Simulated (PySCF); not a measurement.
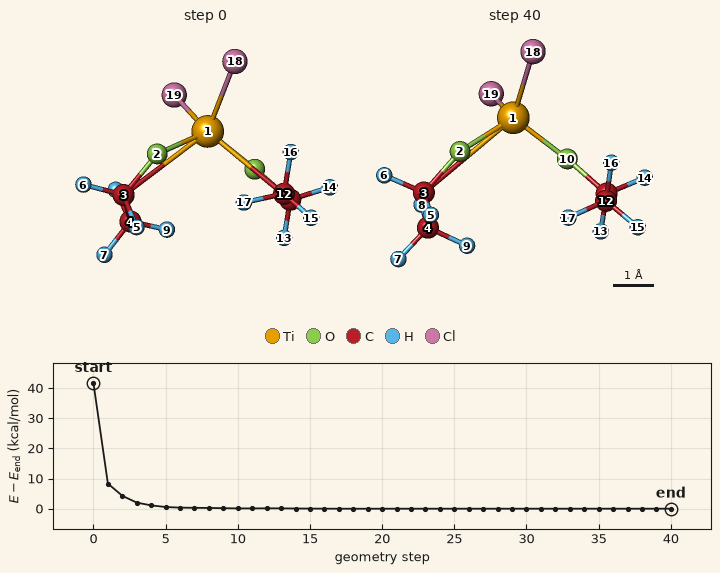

First and last geometry of a relaxation of C₄H₁₀Cl₂O₂Ti, with the history of the run. Style: ball-and-stick. Shown at a tilt.

The start comes from GFN2-xTB. Its atoms were then displaced at random by about 0.03 Å.

All numbers below come from PySCF 2.14.0, density-fitted response routines, PBE0-D3(BJ)/def2-SVP geometry optimisation, gas phase. 

What do the curves and the structures tell?

Answer. The relaxation stopped without meeting its thresholds, so the last structure isn't shown to be converged. The atom that moves furthest after the best rigid fit is an H atom (0.56 Å). Largest moves by element: H 0.56 Å, O 0.44 Å, Cl 0.43 Å, C 0.38 Å, Ti 0.36 Å. Among the contacts that change: H–Ti 2.914 → 3.617 Å, H–Ti 2.820 → 3.513 Å, C–Ti 3.084 → 3.659 Å, C–Ti 2.742 → 3.081 Å. Bond angles that change, for instance: Ti–O–C 134.8° → 159.6°, Ti–O–C 131.6° → 154.8°, Cl–Ti–Cl 101.3° → 114.0°. The energy falls by 41.7 kcal/mol in 40 geometry steps.

```
step  E − E(0), kcal/mol
   0                0.00
   1              -33.32
   2              -37.38
   3              -39.64
   4              -40.55
   5              -41.10
   6              -41.29
   7              -41.36
   8              -41.40
   9              -41.48
  10              -41.55
  12              -41.53
  13              -41.54
  15              -41.62
  16              -41.64
  18              -41.66
  19              -41.66
  21              -41.65
  23              -41.65
  24              -41.65
  26              -41.65
  27              -41.65
  29              -41.65
  31              -41.65
  32              -41.65
  34              -41.65
  35              -41.65
  37              -41.65
  38              -41.65
  40              -41.65
```
